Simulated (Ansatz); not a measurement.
# Tc of Pd-Rh-Rh-Pd stack of (111) layers from its phonons

Wanted: λ, ω_log and Tc of Pd-Rh-Rh-Pd stack of (111) layers. The cell shown first is a relaxed one, from steps not shown here.

Main program and level: Ansatz 0.2.0; DFT PBEsol, scalar-relativistic, plane waves, PAW; PAW set soft_1.

### 1. The cell after earlier relaxation steps

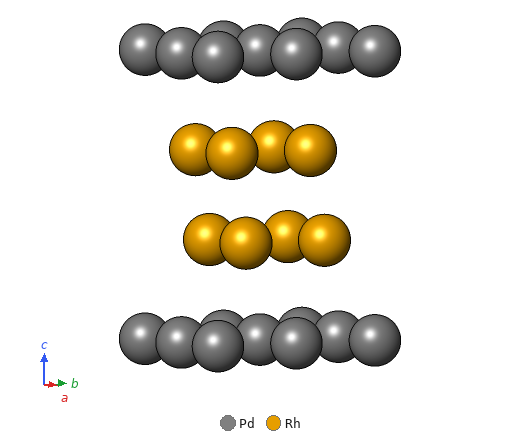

Start, viewed from the side, with the c axis up; palladium grey, rhodium orange. 2×2×1 cells are drawn. Some periodic images of atoms are drawn too.

The cell holds 4 atoms: 2 Pd and 2 Rh. Cell: a = 2.676 Å, b = 2.676 Å, c = 36.964 Å, α = 90.0°, β = 90.0°, γ = 120.0°. Vacuum lies along c.

### 2. Coupling and resistivity: q 3×3×1, k 9×9×1, scattering 18×18×1

The run that gives the couplings also evaluates McMillan's and Allen and Dynes's formulas and, where asked, the Eliashberg equations, over a range of μ*.

Input file input.yaml:

```yaml
crystal:
  lattice:
    - [2.6755803099, -2.8745e-06, 0.0]
    - [-1.3377876656, 2.3171219555, 0.0]
    - [0.0, 0.0, 36.9635839278]
  atoms:
    - { symbol: Pd, position: [0.0, 0.0, 0.148682437] }
    - { symbol: Rh, position: [0.3333333333, 0.6666666667, 0.2094571975] }
    - { symbol: Rh, position: [0.6666666667, 0.3333333333, 0.266194461] }
    - { symbol: Pd, position: [0.0, 0.0, 0.3269692215] }
  periodic: [true, true, false]
kpoints:
  mp_grid: { grid: [9, 9, 1] }
hamiltonian:
  xc: pbesol
  pseudopotentials: { kind: paw, azcp: { folder: soft_1 }, xc_functional: pbe }
scf:
  occupations: { method: methfessel_paxton, width: 0.2 }
output:
  eigenvalues: true
phonons:
  method: dfpt
  qmesh: [3, 3, 1]
  temperatures: { t_max: 1000, t_step: 50 }
  qpath:
    path:
      - [0.0, 0.0, 0.0]
      - [0.5, 0.0, 0.0]
      - [0.33333333, 0.33333333, 0.0]
      - [0.0, 0.0, 0.0]
    npoints: 10
  electrical_resistivity:
    mesh: [18, 18, 1]
    temperatures: [20.0, 50.0, 77.0, 100.0, 150.0, 200.0, 300.0, 400.0, 600.0, 800.0]
  superconductivity: { mesh: [18, 18, 1] }
```

Run with:

```console
ansatz run input.yaml --threads 4 --pin off --max-ram 12288MiB --backend cpu --events-out ev --progress --plain --runs-dir out
```

Numbers of over 12 decimals in the logs are rounded to 6 here.

The log of the run:

```text
Warning: crystal.symmetry: narrowed to the stabiliser of the run's FFT grids — unitary ops 12 → 6. A phonons.method: dfpt run fills in the rows of the dynamical matrix that it does not solve by its symmetry operations, which is exact only for operations that map its FFT grids onto themselves: filled in by any other, the frequencies could depend on the order in which like atoms are typed, or, by more than the grids' own error, on where the crystal sits among the grids' points. Excluded: 6 operations. The run can therefore solve more perturbations, solve them on more k-points, or both, and cost more. [rest of the remark cut]
Engine: ansatz 0.2.0, aarch64-unknown-linux-gnu
Pseudopotentials: kind: paw
Pseudopotential: Pd, paw, valence charge 18, recommended cutoff 420 eV (normal), soft_1/Pd.paw.azcp
Pseudopotential: Rh, paw, valence charge 17, recommended cutoff 420 eV (normal), soft_1/Rh.paw.azcp
Functional definition: PBEsol
  exchange = pbesol_x
  correlation = pbesol_c
Crystal: 4 atoms, lattice volume = 229.161 Å³
Basis set: ecut = 420 eV, 4569 PW (Γ), exchange–correlation on 36×36×500 points (8 copies of the dense FFT grid, shifted against one another)
Bands: 42, of which v1, the nominal top of the filled ones, is band 35 counted from 1 (34 counted from 0)
Symmetry: 12 space group operations
k-points: 12 of 81 (irreducible under 6 space group operations, time reversal used)
Non-local potential: Pd, projectors of the file, l = 0: 2, l = 1: 2, l = 2: 2, l = 3: 1
Non-local potential: Rh, projectors of the file, l = 0: 3, l = 1: 2, l = 2: 2, l = 3: 1
PAW form: soft (Blöchl's): semilocal exchange-correlation on the pseudo side does not see the compensation charge
PAW frozen core: Pd, regenerated for the run's functional, and the local potential with it (the file was generated under x = pbe(κ = 0.804, μ = 0.219515), c = pbe(β = 0.066725))
PAW frozen core: Rh, regenerated for the run's functional, and the local potential with it (the file was generated under x = pbe(κ = 0.804, μ = 0.219515), c = pbe(β = 0.066725))
PAW one-centre angular grid: Pd, 590 points (default); XC on 64 Gauss nodes
PAW one-centre angular grid: Rh, 590 points (default); XC on 64 Gauss nodes
Initial density: superposition of atomic densities (neutral atoms: chi_scale 0, normalization atom)
Initial wavefunctions: pseudopotential atomic-orbital guess
Functional: x = pbesol(κ = 0.804, μ = 0.123457), c = pbesol(β = 0.046)
SCF iter   1: F=—  HF=-26498.517223 eV  |F-HF|=—  |Δ(HF+E_count)|=         —  Δρ=1.43e-1  dr2=1.96e2  ethr=3.10e-3  ⟨swp⟩=16.8  Hψ=4014  notcnv=0
preconditioner: auto → LDOS  [metal: Δε(μ)=0.115 eV  Ē_g=6.747 eV  σ=0.200 eV  W_gap=0.46  n_scr=26 (ndim 8)  ℏωp=15.1 eV  f_vac=0.726  D(μ)=6.33/eV (n_scr^D=26)  β→1.0]
SCF iter   2: F=—  HF=-26495.710147 eV  |F-HF|=—  |Δ(HF+E_count)|=    2.81e0  S|Δr|=    0.00e0  Δρ=1.05e-1  dr2=2.68e1  ethr=3.10e-3  ⟨swp⟩=5.1  Hψ=1649  notcnv=0  defer=12
SCF iter   3: F=—  HF=-26489.678006 eV  |F-HF|=—  |Δ(HF+E_count)|=    6.03e0  S|Δr|=    0.00e0  Δρ=1.98e-2  dr2=9.29e-1  ethr=3.10e-3  ⟨swp⟩=3.9  Hψ=1433  notcnv=0  defer=11
SCF iter   4: F=—  HF=-26489.644786 eV  |F-HF|=—  |Δ(HF+E_count)|=   3.32e-2  S|Δr|=    0.00e0  Δρ=9.84e-3  dr2=6.51e-1  ethr=1.33e-3  ⟨swp⟩=3.3  Hψ=1216  notcnv=0  defer=11
SCF iter   5: F=—  HF=-26489.597026 eV  |F-HF|=—  |Δ(HF+E_count)|=   4.78e-2  S|Δr|=    0.00e0  Δρ=5.50e-3  dr2=2.26e-1  ethr=9.30e-4  ⟨swp⟩=1.2  Hψ=507  notcnv=0  defer=11
SCF iter   6: F=—  HF=-26489.594180 eV  |F-HF|=—  |Δ(HF+E_count)|=   2.85e-3  S|Δr|=    0.00e0  Δρ=1.29e-3  dr2=8.98e-3  ethr=3.23e-4  ⟨swp⟩=2.8  Hψ=882  notcnv=0  defer=11
SCF iter   7: F=—  HF=-26489.606087 eV  |F-HF|=—  |Δ(HF+E_count)|=   1.19e-2  S|Δr|=    0.00e0  Δρ=3.04e-3  dr2=5.47e-2  ethr=1.28e-5  ⟨swp⟩=4.5  Hψ=1558  notcnv=0  defer=11
SCF iter   8: F=—  HF=-26489.594083 eV  |F-HF|=—  |Δ(HF+E_count)|=   1.20e-2  S|Δr|=    0.00e0  Δρ=1.01e-3  dr2=6.62e-3  ethr=1.28e-5  ⟨swp⟩=3.4  Hψ=1155  notcnv=0  defer=11
SCF iter   9: F=—  HF=-26489.592632 eV  |F-HF|=—  |Δ(HF+E_count)|=   1.45e-3  S|Δr|=    0.00e0  Δρ=2.16e-4  dr2=1.54e-4  ethr=9.46e-6  ⟨swp⟩=3.0  Hψ=979  notcnv=0  defer=11
SCF iter  10: F=—  HF=-26489.592607 eV  |F-HF|=—  |Δ(HF+E_count)|=   2.43e-5  S|Δr|=    0.00e0  Δρ=5.33e-5  dr2=3.36e-5  ethr=2.20e-7  ⟨swp⟩=3.7  Hψ=1244  notcnv=0  defer=11
[...]
SCF 1 converged in 17 iterations: F = -26489.592556 eV  dr2 = 5.04e-12
  greatest PAW one-centre occupation: 0.999 electrons in one spin orbital (limit 2), on the Rh atom at site 2 (counted from 0), in its partial waves of l = 0
phonons: the bands overlap, so this run is a metal and interpolates without the dipole-dipole term. If the crystal is really an insulator or semiconductor, its LO-TO splitting is missing
NSCF: frozen V_eff on 12 k-points
WARN: eigensolver did not converge (k=0): 1 band(s) unlocked after 2 eigensolves, warm-restarted (20 sweeps on the last) at ethr=2.24e-12 eV (storage-precision floor; scheduled 1.00e-12 eV) (lowest unlocked band 41, counted from 0; max residual 1.30e-3 eV among the unlocked bands, 1.30e-3 eV over every band; other slots of this pass that fall short are told together in one closing line; warning suppressed until the next SCF loop or pass starts)
WARN: eigensolver did not converge in 9 slots of this pass, the one above among them; of largest residual over every band (k=1): 1 band(s) unlocked (lowest unlocked band 41, counted from 0; max residual 4.93e-2 eV among the unlocked bands, 4.93e-2 eV over every band); of lowest unlocked band (k=0): band 41
NSCF: frozen V_eff on 41 k-points
DFPT response loops at q = (0, 0, 0) (fractional): preconditioner auto → none (partly filled bands, converged f_vac=0.721); β = 0.50; Broyden in place of MSR1
NSCF: frozen V_eff on 162 k-points
DFPT response loops at q = (0, 0.333333, 0) (fractional): mixed as the last ones told, above
NSCF: frozen V_eff on 162 k-points
DFPT response loops at q = (0.333333, 0.333333, 0) (fractional): mixed as the last ones told, above
k-points: 12 of 81
[...]
SCF iter   8: F=—  HF=-26489.594083 eV  |F-HF|=—  |Δ(HF+E_count)|=   1.20e-2  S|Δr|=    0.00e0  Δρ=1.01e-3  dr2=6.62e-3  ethr=1.28e-5  ⟨swp⟩=3.4  Hψ=1155  notcnv=0  defer=11
SCF iter   9: F=—  HF=-26489.592632 eV  |F-HF|=—  |Δ(HF+E_count)|=   1.45e-3  S|Δr|=    0.00e0  Δρ=2.16e-4  dr2=1.54e-4  ethr=9.46e-6  ⟨swp⟩=3.0  Hψ=979  notcnv=0  defer=11
SCF iter  10: F=—  HF=-26489.592607 eV  |F-HF|=—  |Δ(HF+E_count)|=   2.43e-5  S|Δr|=    0.00e0  Δρ=5.33e-5  dr2=3.36e-5  ethr=2.20e-7  ⟨swp⟩=3.7  Hψ=1244  notcnv=0  defer=11
[...]
20.00     1.1363e-2              no     1.1363e-2     1.1363e-2      0.0000e0       2.6278e-2         1.5739e-2
     50.00     7.2997e-1              no     7.2997e-1     7.2997e-1      0.0000e0        1.0922e0         7.5350e-1
     77.00      2.6919e0              no      2.6919e0      2.6919e0      0.0000e0        3.3693e0          2.6599e0
    100.00      4.8540e0              no      4.8540e0      4.8540e0      0.0000e0        5.6552e0          4.7356e0
    150.00      9.7565e0              no      9.7565e0      9.7565e0      0.0000e0        1.0775e1          9.4503e0
    200.00      1.4561e1              no      1.4561e1      1.4561e1      0.0000e0        1.5899e1          1.4089e1
    300.00      2.4212e1              no      2.4212e1      2.4212e1      0.0000e0        2.6451e1          2.3434e1
    400.00      3.4253e1              no      3.4253e1      3.4253e1      0.0000e0        3.7642e1          3.3157e1
    600.00      5.5368e1              no      5.5368e1      5.5368e1      0.0000e0        6.1337e1          5.3545e1
    800.00      7.6727e1              no      7.6727e1      7.6727e1      0.0000e0        8.5122e1          7.4051e1
  sheet resistance at 20 K: 0.03074 Ω
  mean free path at 20 K (of a tensor half of its trace): 24567 nm by what each carries, 13935 by the Fermi surface alone
  sheet resistance at 50 K: 1.975 Ω
  mean free path at 50 K (of a tensor half of its trace): 306 nm by what each carries, 217 by the Fermi surface alone
  Hall coefficient in a weak field at 50 K (along the normal): 4.905e-11 m³/C (as a tensor it moves by 46.9 % between the two finest meshes); by each state's relaxation time: 6.646e-11 m³/C; by a constant relaxation time: (none: it, or that of a finer mesh, parts from a neighbouring mesh's by over half of the finer one's)
  sheet resistance at 77 K: 7.283 Ω
  mean free path at 77 K (of a tensor half of its trace): 77.2 nm by what each carries, 58.8 by the Fermi surface alone
  sheet resistance at 100 K: 13.13 Ω
  mean free path at 100 K (of a tensor half of its trace): 40.9 nm by what each carries, 32.6 by the Fermi surface alone
  sheet resistance at 150 K: 26.39 Ω
  mean free path at 150 K (of a tensor half of its trace): 19.5 nm by what each carries, 16.2 by the Fermi surface alone
  sheet resistance at 200 K: 39.39 Ω
  mean free path at 200 K (of a tensor half of its trace): 12.9 nm by what each carries, 10.9 by the Fermi surface alone
  Hall coefficient in a weak field at 200 K (along the normal): 1.420e-10 m³/C (as a tensor it moves by 35.6 % between the two finest meshes); by each state's relaxation time: 9.857e-11 m³/C; by a constant relaxation time: (none: it, or that of a finer mesh, parts from a neighbouring mesh's by over half of the finer one's)
  sheet resistance at 300 K: 65.50 Ω
  mean free path at 300 K (of a tensor half of its trace): 7.80 nm by what each carries, 6.54 by the Fermi surface alone
  Hall coefficient in a weak field at 300 K (along the normal): 1.656e-10 m³/C (as a tensor it moves by 18.9 % between the two finest meshes); by each state's relaxation time: 1.183e-10 m³/C; by a constant relaxation time: (none: it, or that of a finer mesh, parts from a neighbouring mesh's by over half of the finer one's)
  sheet resistance at 400 K: 92.67 Ω
  mean free path at 400 K (of a tensor half of its trace): 5.57 nm by what each carries, 4.62 by the Fermi surface alone
  Hall coefficient in a weak field at 400 K (along the normal): 1.791e-10 m³/C (as a tensor it moves by 10.9 % between the two finest meshes); by each state's relaxation time: 1.295e-10 m³/C; by a constant relaxation time: (none: it, or that of a finer mesh, parts from a neighbouring mesh's by over half of the finer one's)
  sheet resistance at 600 K: 149.8 Ω
  mean free path at 600 K (of a tensor half of its trace): 3.51 nm by what each carries, 2.86 by the Fermi surface alone
  Hall coefficient in a weak field at 600 K (along the normal): 1.904e-10 m³/C (as a tensor it moves by 3.2 % between the two finest meshes); by each state's relaxation time: 1.388e-10 m³/C; by a constant relaxation time: (none: it, or that of a finer mesh, parts from a neighbouring mesh's by over half of the finer one's)
  sheet resistance at 800 K: 207.6 Ω
  mean free path at 800 K (of a tensor half of its trace): 2.58 nm by what each carries, 2.06 by the Fermi surface alone
  Hall coefficient in a weak field at 800 K (along the normal): 1.900e-10 m³/C (as a tensor it moves by 0.5 % between the two finest meshes); by each state's relaxation time: 1.384e-10 m³/C; by a constant relaxation time: (none: it, or that of a finer mesh, parts from a neighbouring mesh's by over half of the finer one's)
  the resistivity times a path that all electrons share, by the Fermi surface of the deck's mesh alone (half of the trace): 1.583e-15 Ω·m²
  not converged in the mesh (λ; λ_tr; the resistivity at 20 K by 5.06 %; the resistivity at 50 K by 15.50 %; the resistivity at 77 K by 17.74 %; the resistivity at 100 K by 18.89 %; the resistivity at 150 K by 19.58 %; the resistivity at 200 K by 19.02 %; the resistivity at 300 K by 17.02 %; the resistivity at 400 K by 15.12 %; the resistivity at 600 K by 12.05 %; the resistivity at 800 K by 9.92 %): between neighbou [...]
  vibrations of 9 cells: unjudged by the run; compare a larger repeat
  the changes of the potential over all sites missed a rigid shift's by 0.13 % (the site terms' by 0.01 %)
  at the force constants' own smearing the fine mesh and the k-points of their solves give squared frequencies that differ by 14.7 % of the larger at the most, at (0.3333, 0.3333, 0)
--- Superconductivity: potentials and phonons of a 3×3×1 supercell ---
           mesh         λ    ħω_log (meV)  μ* declared at (meV)
        18×18×1    0.2417          18.496               20.468
          9×9×1    0.2749          18.534               20.435
  λ by the species' shares of the modes' patterns: Pd 0.1214, Rh 0.1203
  with the Fermi level up to 31.3 meV (the hardest mode) off, states and modes as they are: density of states 2.5215 to 2.8339 /eV of one spin and cell, λ 0.2266 to 0.2517
  transition temperature on the deck's mesh (K), isotropic and anisotropic, restricted to the Fermi surface (FSR) and over the full bandwidth (FBW), and the last with the density of states resolved in a narrower window:
        μ*   McMillan   Allen–Dynes      iso. FSR      iso. FBW    aniso. FSR    aniso. FBW  narrow window
      0.08      0.032         0.032    none_found    none_found    none_found    none_found     none_found
      0.10      0.007         0.007    none_found    none_found    none_found    none_found     none_found
      0.12      0.001         0.001    none_found    none_found    none_found    none_found     none_found
      0.13      0.000         0.000    none_found    none_found    none_found    none_found     none_found
      0.14      0.000         0.000    none_found    none_found    none_found    none_found     none_found
      0.16      0.000         0.000    none_found    none_found    none_found    none_found     none_found
      0.20      0.000         0.000    none_found    none_found    none_found    none_found     none_found
  none_found: no transition down to 0.1 K
  isotope coefficients −∂ln Tc/∂ln M under μ* = 0.13, the force constants as they are, of the isotropic transitions restricted to the Fermi surface and over the full bandwidth: Pd - and -, Rh - and -
  not converged in the mesh (λ): between neighbouring meshes, the two finest first, λ moves by 13.71 % and the anisotropic transition temperature over the full bandwidth at μ* = 0.13 by nothing (neither mesh has one); converged means that the two finest part by at most 2.00 % and 5.00 %
  vibrations of 9 cells: unjudged by the run; compare a larger repeat
  the changes of the potential over all sites missed a rigid shift's by 0.13 % (the site terms' by 0.01 %)
  at the force constants' own smearing the fine mesh and the k-points of their solves give squared frequencies that differ by 14.7 % of the larger at the most, at (0.3333, 0.3333, 0)
[key lines of the parts left out:]
SCF converged after 17 iterations
Free energy (F): -26489.592556 eV
Fermi energy:    -5.243263 eV
```

Elapsed: 8.8 min, on 4 threads of Arm Neoverse V2, shared host; peak memory 2.8 GiB.

This step gave:

```
metallic on mesh                                                               : yes
gap on the k-mesh                                                              : 0 eV
zero point energy                                                              : 0.1185 eV/cell
share of imaginary modes in the plain interpolation between solved wavevectors : 0
highest frequency, solved or plainly interpolated                              : 251.1 cm⁻¹
cell height                                                                    : 36.96 Å
sheet resistance 300K                                                          : 65.5 Ω/square, mean in the plane
resistivity at 300 K                                                           : 24.21 μΩ cm, mean of the axes, of the whole cell with its vacuum
coupling constant λ                                                            : 0.2417
density of states at the Fermi level                                           : 2.655 states/eV a spin and cell
log mean phonon energy ħω_log                                                  : 18.5 meV
transport coupling constant λ_tr                                               : 0.3207, 0.3207, 0 (xx, yy, zz)
Drude plasma energy                                                            : 3.839, 3.839, 0 eV (xx, yy, zz), of the whole cell with its vacuum
second-moment phonon energy ħω₂                                                : 20.47 meV
```

An empty cell: under 1 mK by a formula, or no transition down to the floor of the Eliashberg search. Transition temperatures:

| μ* | McMillan Tc (K) | Allen–Dynes Tc (K) |
| --- | --- | --- |
| 0.08 | 0.0321 | 0.0324 |
| 0.1 | 0.00672 | 0.00677 |
| 0.12 | - | - |
| 0.13 | - | - |
| 0.14 | - | - |
| 0.16 | - | - |
| 0.2 | - | - |

(Continued in part 2 of 2.)

[Logs are printed without paths, hosts, clocks, repeated set-up lines and the standing remarks that a program may print on its own settings, such as how far it seeks lower states.]

[Hosts, paths, dates, database ids (printed as entryN), source tags and the programs' standing remarks are cut or masked in the printed files.]
